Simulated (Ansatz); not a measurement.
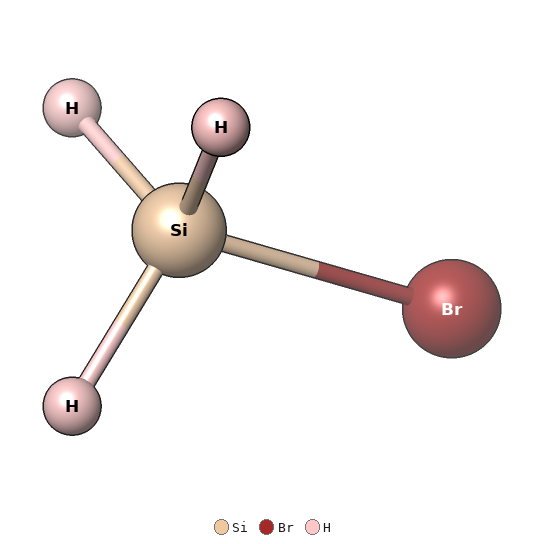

Atoms fade into the background with distance from the viewer. Computed geometry: PBE0-D4/def2-TZVP optimisation.

Which symmetry elements does this geometry have?

Answer. It has 1 C3 axis and 3 mirror planes, so the point group is C3v. The group has 6 operations. The geometry is achiral, and symmetry allows a dipole moment.
